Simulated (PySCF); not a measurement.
C3H16N2Si3

```xyz
24

C    -2.1062    0.6205   -1.1778
C    -1.0048    0.6573   -0.1175
Si   -1.7471    0.6432    1.6302
Si    0.2729   -0.7325   -0.4303
N    -0.6251   -2.2124   -0.3577
N     0.9751   -0.8049   -2.0121
C     1.7453   -0.5602    0.7680
Si    2.6739    1.0870    0.7299
H    -2.8282    1.4236   -1.0312
H    -2.6387   -0.3266   -1.1396
H    -1.6847    0.7248   -2.1769
H    -0.4734    1.6089   -0.2271
H    -0.6962    0.8158    2.6373
H    -2.4483   -0.6212    1.8889
H    -2.7192    1.7353    1.7646
H    -1.1784   -2.3901    0.4638
H    -0.1590   -3.0570   -0.6467
H     1.6357   -0.0903   -2.2677
H     0.3610   -0.9980   -2.7865
H     2.4476   -1.3641    0.5506
H     1.3899   -0.7338    1.7832
H     1.7939    2.1925    1.1219
H     3.8105    1.0464    1.6582
H     3.1919    1.3557   -0.6179
```

Geometry: GFN2-xTB.

These are results of PBE0/pcSseg-1, SCF density, gas phase, non-relativistic (PySCF 2.14.0), not measurements.

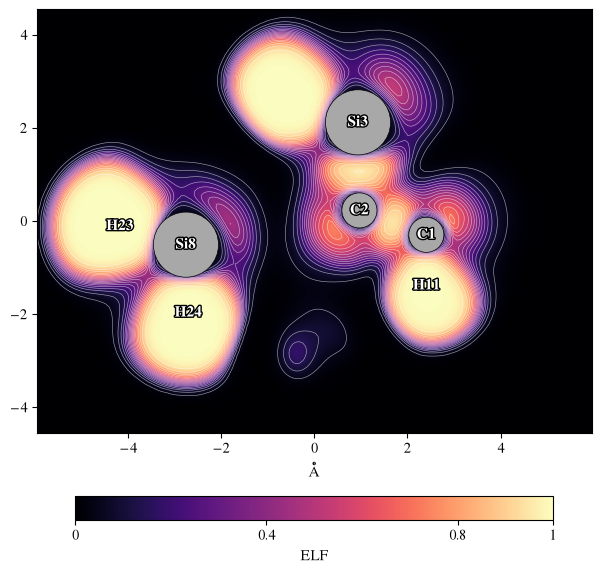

Figure 1. Electron localisation function on the plane of atoms C2, C1 and H11. Grey discs cover the atomic cores.

Question: Interpret the plot.

Answer: The plane passes through C, Si and H nuclei. C–C (1.53 Å): the ELF peaks at about 0.95 between the atoms, as expected for localised, covalent bonding. C–Si (1.90 Å): the ELF peaks at about 0.95 between the atoms, as expected for a shared electron pair. C–H (1.09 Å): the ELF climbs to about 1 towards the hydrogen, as it does in any bond to H; an ordinary covalent bond to hydrogen. Si–H (1.47 Å): the ELF climbs to about 1 towards the hydrogen.

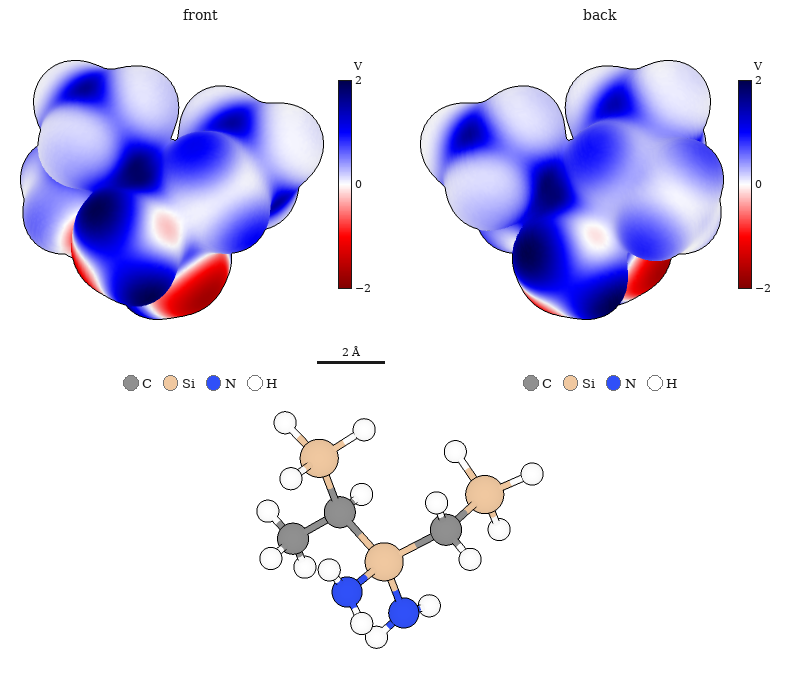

Figure 2. The molecular electrostatic potential painted on the density surface at 0.004 e/bohr³, seen from the front and from behind; red is negative and blue positive. The bare structure is drawn below in the same view.

Question: Describe the electrostatic potential map.

Answer: The most negative region (about −1.6 V, or −37 kcal/mol for a unit charge) lies over N5 and N6, the most positive (about +1.9 V, or +44 kcal/mol for a unit charge) over H16, H17, H18 and H19.
